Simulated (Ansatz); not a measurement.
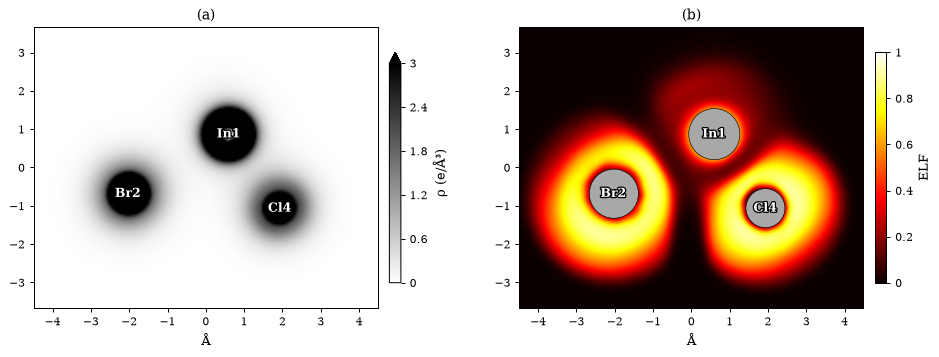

*BrCl2H2In. (a) electron density; (b) ELF on the plane of atoms Br2, In1 and Cl4. Grey discs cover the atomic cores in the ELF map.*

Core potentials replace the inner electrons of In.

These are results of RKS PBE0-D4/def2-SVP in Ansatz, not measurements.

```xyz
6

In   -0.3142    0.3524   -0.8348
Br    0.4917   -0.9719    1.7880
Cl    0.4830   -1.3836   -2.2009
Cl   -2.6166    0.1533   -0.4170
H     1.3758    0.0770    2.1807
H     0.5802    1.7727   -0.5160
```

Describe what can be read from this map.

Answer. The section cuts through In, Br and Cl sites.
In–Cl (2.35 Å): ρ is about 0.51 e/Å³ halfway; the ELF peaks at about 0.85 in the valence shell of Cl, 0.8 Å from its nucleus, and drops to about 0.15 between the two atoms.
In–Br (3.05 Å): ρ at the midpoint is about 0.16 e/Å³; the ELF peaks at about 0.85 in the valence shell of Br, 1.1 Å from its nucleus, and drops to about 0.10 between the two atoms.
The ELF also peaks beside Br2 and Cl4, away from the bonds: lone-pair regions.
